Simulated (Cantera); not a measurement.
Charge: 1 mol SiCl4, a varied amount of H2, equilibrated at 1975 K and 1.40 mbar.

Equilibrium computed with Cantera from the NASA thermochemical tables; the gas is ideal and each condensed phase is pure. Candidate condensed phases: Si; 19 gas species. The tables' values for SiCl, SiCl3 are old estimates; treat these amounts as uncertain. Gases not in the tables: Si2H6 and higher silanes. Equilibrium is a limit: real reactors are often held back by kinetics, nucleation or transport.

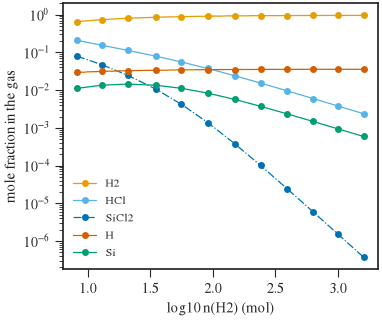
Figure. Equilibrium gas composition (values under 1e-9 drawn at 1e-9)

From 8.2 mol H2 to 1600 mol H2 nothing is condensed. The main Si-bearing gas is SiCl2 at 8.2 mol H2 and Si at 1600 mol H2.
